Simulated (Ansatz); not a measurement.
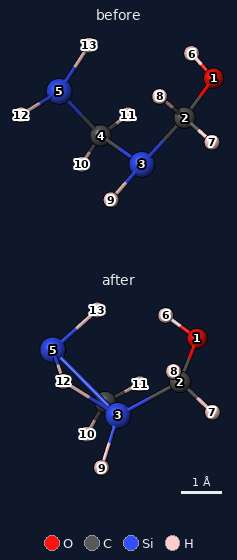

The structure of C$_{2}$H$_{8}$OSi$_{2}$ (coarse preliminary run) before (top) and after (bottom) a relaxation, at one scale.

The picture is a ball-and-stick view, seen from a free direction.

The start comes from a force field.

Theory: RKS PBE-D4/def2-SVP in Ansatz 0.2.0. Set-up: force threshold 0.03 eV/Å; at most 200 steps.

**What changed between the two?**

The energy falls by 1.814 eV in 12 accepted moves (13 points after the start). The largest force component goes from 5.8 to 0.016 eV/Å. The line search rejected the trial step at point 9 of the run. H12 moves most after the best rigid fit: 1.11 Å. Largest moves by element: H 1.11 Å, Si 0.79 Å, O 0.43 Å, C 0.22 Å. Some distances before and after: Si3–H12 3.313 → 1.679 Å, C4–Si5 1.707 → 1.989 Å, Si5–H12 1.494 → 1.759 Å, Si3–Si5 2.800 → 2.547 Å. New bonds form: Si3–H12 (3.31 → 1.68 Å). Among the angles between lasting bonds that change: C4–Si5–H12 116.0° → 85.7°, H12–Si5–H13 111.3° → 85.7°, Si3–C4–Si5 107.5° → 83.2°. Groups turn about O1–C2 by about 20°.
